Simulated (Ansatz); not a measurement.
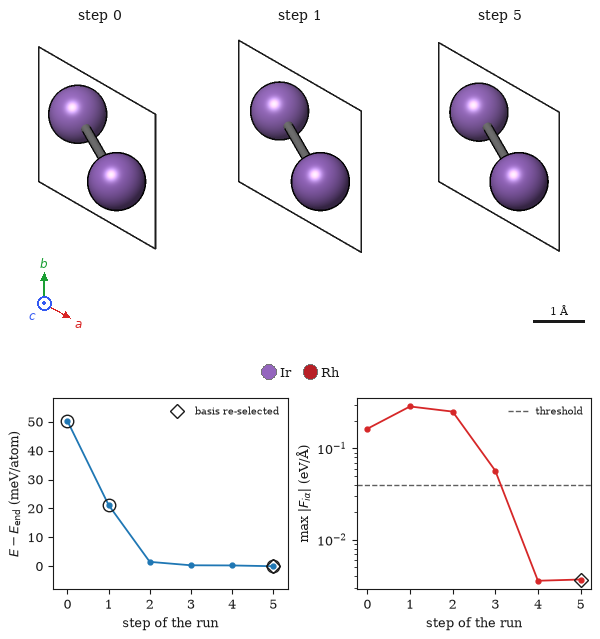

Frames of a relaxation of solid Ir$_{2}$Rh$_{3}$ (a generated structure, set up in P-6m2) (coarse preliminary run), marked on the history of the run. A ball-and-stick model of the cell of the calculation, seen along the c axis.

These are results of DFT PBE, scalar-relativistic, plane waves, PAW (Ansatz 0.2.0), not measurements. Set-up: plane-wave cutoff 420 eV; k-point mesh 6 × 6 × 1; occupations gaussian; smearing width 0.1 eV; no spin polarisation; cell and atoms relaxed; force threshold 0.04 eV/Å; at most 70 steps.

**Describe the path.**

Over 4 accepted moves (5 points after the start) the energy falls by 50.3 meV per atom. The largest force component goes from 0.16 to 0.0037 eV/Å. The pressure goes from 11.87 to 0.00 GPa. The SCF was repeated once at an unchanged geometry on a basis and grid sized afresh for the cell, which shifted the energy by 0.3 meV per atom at most. The largest moves relative to the cell, 0.015 Å, are those of Rh atoms. Largest moves by element: Rh 0.015 Å, Ir 0.009 Å. Cell: a = b 2.667 → 2.751 Å (+3.2 %), c 22.441 → 21.851 Å (−2.6 %). Volume +3.6 %. Near-neighbour distances that change, for instance: Rh–Rh 2.667 → 2.751 Å, Ir–Ir 2.667 → 2.751 Å, Ir–Rh 2.722 → 2.689 Å, Rh–Rh 2.722 → 2.704 Å. The space group stays P-6m2 (No. 187). Cost: 16 s on 4 threads of AMD EPYC 7R43 64-Core Processor (Zen 3) (shared host), peak memory 0.67 GiB. From step 0 to 1: Ir atoms move most (0.03 Å), volume +7.7 %, energy −29.1 meV per atom. From step 1 to 5: Ir atoms move most (0.02 Å), volume −3.8 %, energy −21.2 meV per atom.

| step | E − E(0), meV/atom | largest force component, eV/Å | pressure, GPa | volume, Å³/atom | note |
| --- | --- | --- | --- | --- | --- |
| 0 | 0.00 | 0.1635 | 11.87 | 13.825 |  |
| 1 | -29.09 | 0.2867 | -10.17 | 14.887 |  |
| 2 | -48.75 | 0.2520 | -0.73 | 14.367 |  |
| 3 | -49.94 | 0.0570 | -0.08 | 14.329 |  |
| 4 | -50.00 | 0.0036 | 0.00 | 14.324 |  |
| 5 | -50.27 | 0.0037 | 0.00 | 14.324 | same geometry, new basis |

Limits of the set-up: the k-point mesh is coarse for a cell with partly filled bands.
